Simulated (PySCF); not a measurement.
| atom | x (Å) | y (Å) | z (Å) |
| --- | --- | --- | --- |
| O | 1.1884 | 1.5335 | -0.1860 |
| C | 1.3180 | 0.9137 | 0.8318 |
| O | 0.8436 | -0.2819 | 1.1032 |
| C | 0.1192 | -0.9846 | 0.0802 |
| C | -1.1827 | -0.2824 | -0.3432 |
| O | -1.0421 | 0.4817 | -1.5029 |
| H | 1.8779 | 1.2806 | 1.7078 |
| H | 0.7606 | -1.1024 | -0.7996 |
| H | -0.0846 | -1.9591 | 0.5240 |
| H | -1.9368 | -1.0382 | -0.5746 |
| H | -1.5460 | 0.3258 | 0.5000 |
| H | -0.3144 | 1.1127 | -1.3667 |

Geometry: GFN2-xTB, NEB image 0 of 0 to 8.

Computed with PBE0/pcSseg-1, SCF density, gas phase, non-relativistic in PySCF.

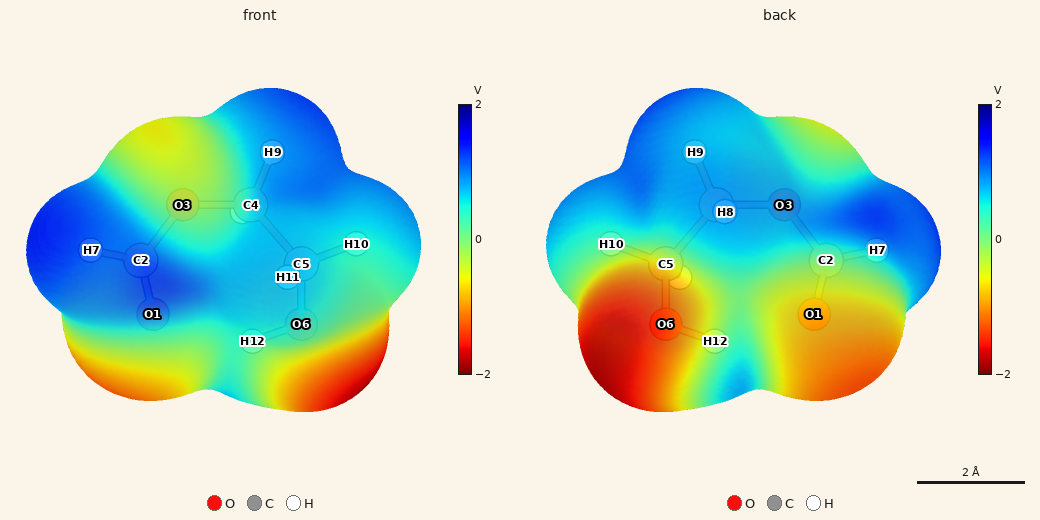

C$_{3}$H$_{6}$O$_{3}$ (glycol monoformate). The electrostatic potential painted on the density surface at 0.002 e/bohr³, seen from the front and from behind; red is negative and blue positive.

Question: Which sites attract a positive test charge, and which a negative one?

Answer: A positive charge is drawn to the negative regions and a negative charge to the positive ones. The most negative region (about −1.8 V, or −42 kcal/mol for a unit charge) lies over O6, the most positive (about +1.4 V, or +32 kcal/mol for a unit charge) over H7. O6 is the likeliest acceptor of a hydrogen bond.

Question: What dipole moment does the calculation give?

Answer: Its dipole moment is 2.88 D.
